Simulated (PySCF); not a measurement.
# SiHOH: triplet, from a bent start

The task is one start of a wider search on SiHOH: the triplet, from a bent start. It is relaxed, tested by its Hessian and followed downhill if it is a saddle.

The runs use PySCF 2.14.0; PBE0, basis Si def2-TZVP, H def2-TZVP, O def2-TZVP, no relativity, density fitting.

**1. The system as given**

4 atoms, charge 0, spin multiplicity 3.

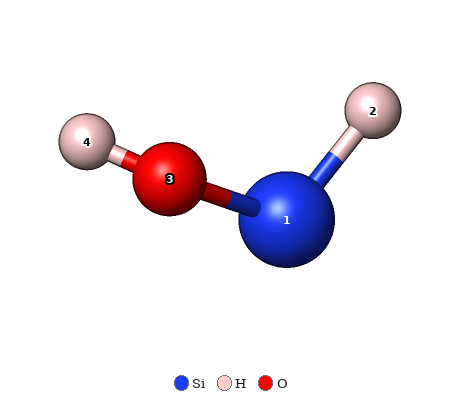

Start geometry, drawn with silicon blue, hydrogen pink, oxygen red; atoms are numbered from 1 in the order of the file.

Z-matrix (Å, degrees; charge 0 multiplicity 3):
```
Si
H  1 1.4800
O  1 1.7900 2 110.00
H  3 0.9600 1 130.00 2 90.00
```

**2. Finding the electronic state**

One driver script runs all steps and calls PySCF; scf.py shows how it sets up the SCF of each step. The optimiser is the driver's own. After this first run the driver tries any further starts and a stability analysis.

scf.py

```python
from pyscf import gto, scf, dft
mol = gto.M(atom='''
Si     0.000000     0.000000     0.000000
H      1.212300     0.000000     0.848900
O     -1.466300     0.000000     1.026700
H     -1.971800     0.735400     1.380600''',
    basis={'Si': 'def2-TZVP', 'H': 'def2-TZVP', 'O': 'def2-TZVP'},
    charge=0, spin=2)
mf = dft.UKS(mol, xc='PBE0')
mf.grids.atom_grid = (50, 194)
aux = {'Si': 'def2-universal-JKFIT', 'H': 'def2-universal-JKFIT', 'O': 'def2-universal-JKFIT'}
mf = mf.density_fit(auxbasis=aux)
mf.conv_tol = 1e-08
mf.diis_space = 10
mf.max_cycle = 60
mf.init_guess = 'minao'
mf.verbose = 4
mf.kernel()
```

The run is started by

```bash
$ OMP_NUM_THREADS=2 python axn.py task.json out
```

The log of the run:

```text
init E= -365.606540803922
[... the frontier-level lines of each cycle are left out ...]
cycle= 1 E= -365.564513646833  delta_E= 0.042  |g|= 0.524  |ddm|= 1.15
cycle= 2 E= -364.934816015841  delta_E= 0.63  |g|= 1.27  |ddm|= 0.97
cycle= 3 E= -365.668560420034  delta_E= -0.734  |g|= 0.0795  |ddm|= 0.796
cycle= 4 E= -365.672779421534  delta_E= -0.00422  |g|= 0.0188  |ddm|= 0.107
cycle= 5 E= -365.673061090002  delta_E= -0.000282  |g|= 0.00508  |ddm|= 0.0249
cycle= 6 E= -365.67309239974  delta_E= -3.13e-05  |g|= 0.00199  |ddm|= 0.0097
cycle= 7 E= -365.673099131307  delta_E= -6.73e-06  |g|= 0.000854  |ddm|= 0.00474
cycle= 8 E= -365.673100148345  delta_E= -1.02e-06  |g|= 0.000223  |ddm|= 0.00206
cycle= 9 E= -365.67310022903  delta_E= -8.07e-08  |g|= 6.39e-05  |ddm|= 0.000579
cycle= 10 E= -365.673100234219  delta_E= -5.19e-09  |g|= 1.28e-05  |ddm|= 0.000151
Extra cycle  E= -365.673100234385  delta_E= -1.65e-10  |g|= 6.91e-06  |ddm|= 2.45e-05
converged SCF energy = -365.673100234385  <S^2> = 2.0035295  2S+1 = 3.0023521
```

This step, with its further starts and checks, ran for 8.4 s (2 threads of Arm Neoverse V1, shared host).

Energies from each starting density:

| start | energy (Eh) |
| --- | --- |
| the minimal-basis guess | -365.673100 |
| a thermally smeared density | -365.673100 |
| a smeared PBE density | -365.673100 |

No lower solution of this spin turned up from the other starts or in the test of internal stability.

**3. Bent start, triplet: relaxation**

The program finds C1 symmetry in the start. Threshold on the gradient: 0.0003 Eh/bohr, with a further test on the energy change.

Edit scf.py of step 2 so:

```diff
@@ -3,4 +3,4 @@
-Si     0.000000     0.000000     0.000000
-H      1.212300     0.000000     0.848900
-O     -1.466300     0.000000     1.026700
-H     -1.971800     0.735400     1.380600''',
+Si     0.526639    -0.016116    -0.405957
+H      1.738939    -0.016116     0.442943
+O     -0.939661    -0.016116     0.620743
+H     -1.445161     0.719284     0.974643''',
@@ -16 +15,0 @@
-mf.init_guess = 'minao'
```

The optimiser's trace:

| step | energy (Eh) | change (kJ/mol) | largest gradient (Eh/bohr) |
| --- | --- | --- | --- |
| 0 | -365.673100 | 0.00 | 0.05579 |
| 1 | -365.685015 | -31.28 | 0.00943 |
| 2 | -365.685525 | -32.62 | 0.00846 |
| 3 | -365.685895 | -33.59 | 0.00314 |
| 4 | -365.685934 | -33.70 | 0.00120 |
| 5 | -365.685937 | -33.70 | 0.00018 |
| 6 | -365.685938 | -33.70 | 0.00007 |

The walk took 7.2 s.

Positions (Å) and forces (eV/Å) along the way:

```
step 0
Si   0.527  -0.016  -0.406  -2.869   0.433   1.884
H    1.739  -0.016   0.443   0.332  -0.053   0.023
O   -0.940  -0.016   0.621   2.084  -0.691  -1.468
H   -1.445   0.719   0.975   0.453   0.310  -0.439
step 1
Si   0.449   0.036  -0.337  -0.292   0.124   0.392
H    1.737  -0.035   0.427   0.018   0.008  -0.103
O   -0.893  -0.051   0.636  -0.211   0.185   0.023
H   -1.412   0.721   0.907   0.485  -0.317  -0.312
step 3
Si   0.430   0.055  -0.299   0.136   0.016  -0.029
H    1.750  -0.032   0.415  -0.090   0.009  -0.023
O   -0.927  -0.080   0.631  -0.009  -0.162   0.024
H   -1.372   0.728   0.885  -0.036   0.137   0.027
step 6
Si   0.430   0.052  -0.303   0.002  -0.001  -0.003
H    1.739  -0.026   0.420   0.001   0.001   0.002
O   -0.931  -0.087   0.627  -0.003   0.000   0.001
H   -1.357   0.732   0.889  -0.001   0.000  -0.001
```

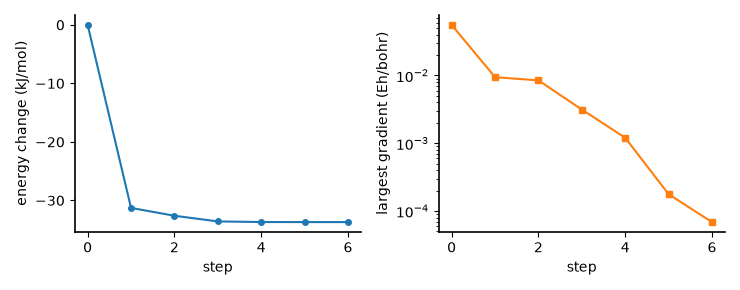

Energy and largest gradient along the walk.

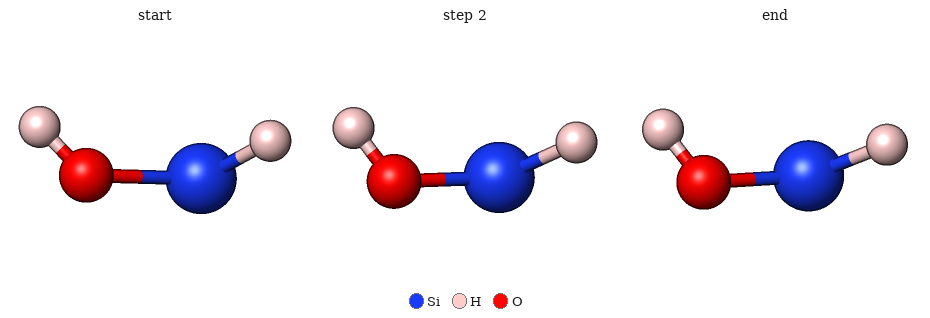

Start and end of the relaxation, with a step between.

It settles in C1 symmetry, 33.7 kJ/mol below the start, after 6 steps: O–H 0.960 Å, Si–H 1.497 Å, Si–O 1.654 Å; H–O–Si 116.5°, H–Si–O 116.3°.

**4. Vibrations and properties at this point**

The point is checked on the finer grid, and tightened if its gradient asks for it. The Hessian and the dipole derivatives come from central differences of analytic gradients, with steps of 0.02 bohr.

Edit scf.py of step 3 so:

```diff
@@ -3,4 +3,4 @@
-Si     0.526639    -0.016116    -0.405957
-H      1.738939    -0.016116     0.442943
-O     -0.939661    -0.016116     0.620743
-H     -1.445161     0.719284     0.974643''',
+Si     0.483573     0.035361    -0.365854
+H      1.792435    -0.042395     0.357496
+O     -0.876411    -0.103982     0.565220
+H     -1.303142     0.715237     0.826095''',
@@ -10 +10 @@
-mf.grids.atom_grid = (50, 194)
+mf.grids.atom_grid = (75, 302)
@@ -13 +13 @@
-mf.conv_tol = 1e-08
+mf.conv_tol = 1e-10
```

This SCF starts from the last density.

SCF at the final geometry:

```text
init E= -365.685922010093
[... the frontier-level lines of each cycle are left out ...]
cycle= 1 E= -365.685922010095  delta_E= -1.53e-12  |g|= 2.35e-07  |ddm|= 7.09e-07
Extra cycle  E= -365.685922010095  delta_E=    0  |g|= 3.18e-07  |ddm|= 3.73e-07
converged SCF energy = -365.685922010095  <S^2> = 2.0029892  2S+1 = 3.0019922
```

The whole step took 43 s.

Geometry: C1; O–H 0.960 Å, Si–H 1.497 Å, Si–O 1.654 Å; H–O–Si 116.5°, H–Si–O 116.3°.

Modes, for the most abundant isotopes:

```json
{"symmetry": "a", "ω (cm⁻¹)": "371", "IR (km/mol)": "87.2"}
{"symmetry": "a", "ω (cm⁻¹)": "669", "IR (km/mol)": "13.0"}
{"symmetry": "a", "ω (cm⁻¹)": "812", "IR (km/mol)": "200"}
{"symmetry": "a", "ω (cm⁻¹)": "901", "IR (km/mol)": "15.1"}
{"symmetry": "a", "ω (cm⁻¹)": "2110", "IR (km/mol)": "38.1"}
{"symmetry": "a", "ω (cm⁻¹)": "3886", "IR (km/mol)": "131"}
```

Every mode is real; the point is a minimum.

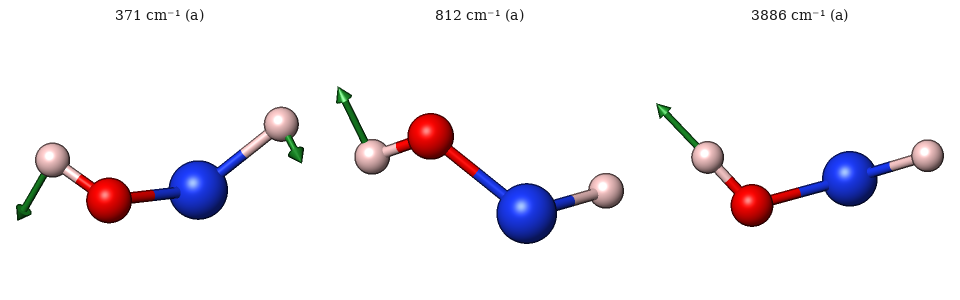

How the atoms move in 3 of the modes.

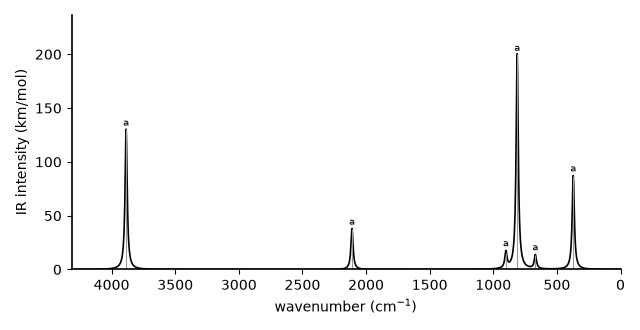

The harmonic infrared spectrum (widths in cm⁻¹). Lines are broadened to a width of 20 cm⁻¹ (Lorentzian).

Constants and moments:

- Dipole moment: 1.40 D
- Highest occupied level: -5.10 eV
- Lowest empty level: -3.12 eV
- Rotational constants: 7.2, 0.5188, 0.503 cm⁻¹
- Zero-point energy: 52.3 kJ/mol
- Principal polarisabilities: 29.6, 30.2, 36.3 bohr³
- Atomisation energy without zero-point energy: 1091 kJ/mol
- Principal traceless quadrupole moments about the centre of mass: -4.04, -0.41, 4.45 D Å
- Entropy at 298.15 K and 1 bar (electronic part: spin only): 254.2 J/(mol K)
- Heat capacity Cp at 298.15 K: 48.2 J/(mol K)
- Enthalpy at 298.15 K above 0 K: 11.47 kJ/mol
- Rotational symmetry number: 1
- Spin squared ⟨S²⟩: 2.003

Populations by atom (charges in e):

```json
{"atom": "Si1", "Mulliken": "0.11", "Löwdin": "0.01", "polar tensor": "0.49", "spin (Mulliken)": "1.73", "Mayer order to Si1": "–"}
{"atom": "H2", "Mulliken": "0.03", "Löwdin": "-0.03", "polar tensor": "-0.10", "spin (Mulliken)": "0.17", "Mayer order to Si1": "0.91"}
{"atom": "O3", "Mulliken": "-0.48", "Löwdin": "-0.15", "polar tensor": "-0.70", "spin (Mulliken)": "0.10", "Mayer order to Si1": "1.20"}
{"atom": "H4", "Mulliken": "0.34", "Löwdin": "0.17", "polar tensor": "0.31", "spin (Mulliken)": "0.00", "Mayer order to Si1": "0.02"}
```

Outer orbital energies (eV). α occupied: -100.34, -28.68, -16.04, -13.12, -11.31, -10.46, -7.39, -5.10; empty: -0.18, 1.60, 2.04, 4.31. β occupied: -100.22, -100.16, -100.06, -28.38, -15.53, -12.09, -10.64, -9.96; empty: -3.12, -1.02, 0.44, 2.42.

Mulliken populations on Si1: s 5.41, p 8.19, d 0.26, f 0.04.

**5. What came out**

| quantity | value |
| --- | --- |
| minimum | triplet, C1 |
| geometry | O–H 0.960 Å, Si–H 1.497 Å, Si–O 1.654 Å; H–O–Si 116.5°, H–Si–O 116.3° |
| wavenumbers (cm⁻¹) | 371 (a), 669 (a), 812 (a), 901 (a), 2110 (a), 3886 (a) |
| dipole moment | 1.40 D |
| highest occupied, lowest empty level (either spin) | -5.10, -3.12 eV |
| polar-tensor charge of Si1 | +0.49 e |
| zero-point energy | 52.3 kJ/mol |
| entropy at 298.15 K | 254.2 J/(mol K) |
| atomisation energy (no zero-point energy) | 1091 kJ/mol |
| ⟨S²⟩ | 2.003 |

**Reading.** The bent start ends in a minimum without symmetry. In the infrared the band at 812 cm⁻¹ (a) leads. Most of the spin sits on Si1 (Mulliken spin 1.73, against 2 for the whole molecule). Only this shape and spin were tried, so other structures or states may lie lower.

The search up to here took 59 s.
